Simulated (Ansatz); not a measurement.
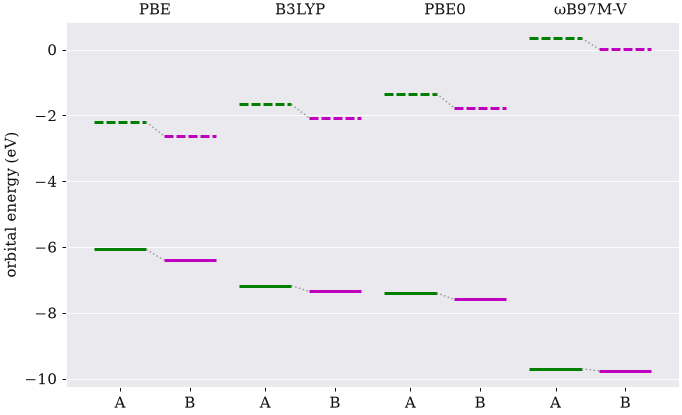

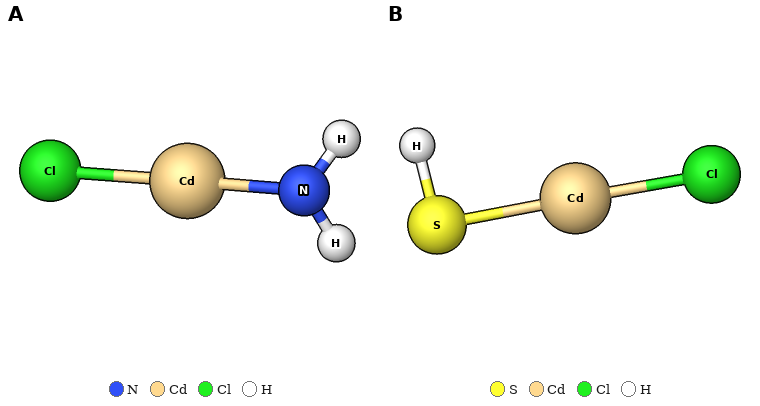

One change: A, CdNH₂Cl (SMILES [NH2][Cd][Cl]), becomes B, CdHSCl (SMILES [SH][Cd][Cl]). NH₂ on Cd is replaced by SH. HOMO (solid) and LUMO (dashed) computed in def2-TZVPP at PBE0-D4/def2-TZVP geometries, both minima by their frequencies, gas phase, the Ansatz code. Empty levels above zero depend strongly on the basis.

### What does the change do to HOMO and LUMO?

PBE: the HOMO falls by 0.32 eV, the LUMO falls by 0.42 eV, and the separation goes from 3.88 to 3.78 eV. B3LYP: the HOMO falls by 0.18 eV, the LUMO falls by 0.41 eV, and the separation goes from 5.51 to 5.28 eV. PBE0: the HOMO falls by 0.20 eV, the LUMO falls by 0.43 eV, and the separation goes from 6.06 to 5.83 eV. ωB97M-V: the HOMO falls by 0.07 eV, the LUMO falls by 0.33 eV, and the separation goes from 10.04 to 9.78 eV.

### Do the functionals agree on the effect?

They agree on the direction for both levels; the HOMO shift lies between −0.32 and −0.07 eV and the LUMO shift between −0.43 and −0.33 eV, while the separations themselves differ by up to 6.2 eV between functionals.

Caveats: core potentials past krypton.
